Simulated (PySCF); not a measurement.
**C4H10Al2O2 (SMILES C#[C][AlH-]1[O+](C)[AlH2-][O+]1C): density, localisation and related maps**

Input

```
{"job": {"kind": "nmr", "xc": "PBE0", "basis": "pcSseg-1"}, "charge": 0, "multiplicity": 1}
C     -1.107075     2.492965    -2.141514
C     -0.562885     1.927552    -1.204942
Al     0.303118     1.050207     0.273500
O      1.229095    -0.442944    -0.314125
C      2.310884    -0.530314    -1.216723
Al     0.169764    -1.783749     0.438660
O     -0.787534    -0.274300     0.976268
C     -2.035182    -0.156164     1.625360
H     -1.588282     2.989547    -2.966084
H      1.064193     1.908560     1.362949
H      3.270644    -0.494305    -0.677617
H      2.256159    -1.472822    -1.783119
H      2.270199     0.301378    -1.937013
H      0.888532    -2.500221     1.663283
H     -0.604463    -2.619734    -0.672053
H     -2.572116     0.729688     1.252559
H     -1.900189    -0.063312     2.714621
H     -2.655474    -1.041470     1.417440
```

Run with:

```sh
OMP_NUM_THREADS=1 python probes_run.py task.json out
```

Geometry: PBE0-D3(BJ)/def2-SVP.

Computed with PBE0/pcSseg-1, SCF density, gas phase, non-relativistic in PySCF.

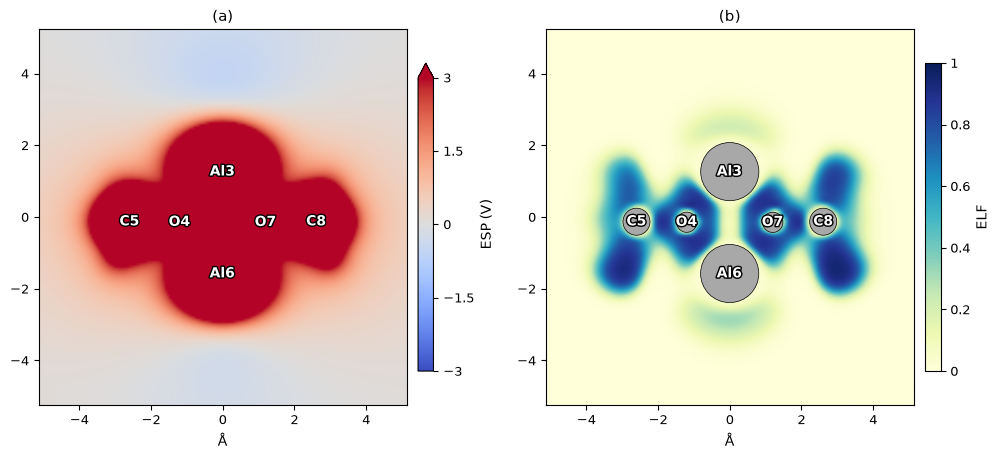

Figure 1. (a) molecular electrostatic potential; (b) ELF on the plane of atoms O4, Al3 and O7. Grey discs cover the atomic cores in the ELF map.

Describe what can be read from this map.

The section cuts through Al, O and C sites. C–O (1.41 Å): the ELF peaks at about 0.90 between the atoms, as expected for a shared but strongly polarised pair. Al–O (1.85 Å): the ELF peaks at about 0.90 in the valence shell of O, 0.6 Å from its nucleus, and is about 0.50 at the midpoint. Outside the dense part of the molecule the potential is most negative (−0.5 V) near C2, which lies off the plane.

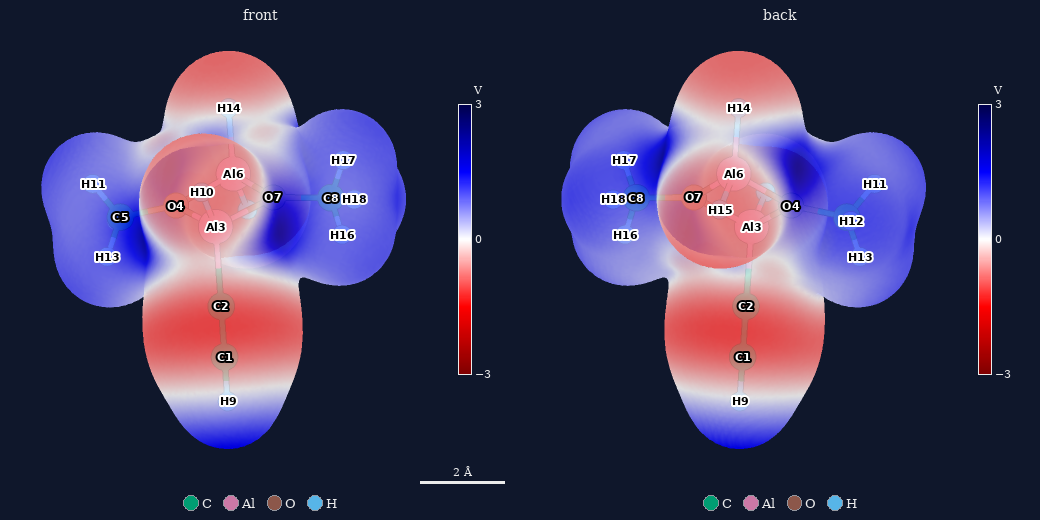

Figure 2. The molecular electrostatic potential painted on the density surface at 0.002 e/bohr³, seen from the front and from behind; the colour scale runs from red (negative) to blue (positive).

Describe the electrostatic potential map.

The most negative region (about −1.1 V, or −25 kcal/mol for a unit charge) lies over C1 and C2, the most positive (about +2.1 V, or +48 kcal/mol for a unit charge) over Al3 and Al6.

What dipole moment does the calculation give?

Its dipole moment is 0.68 D.
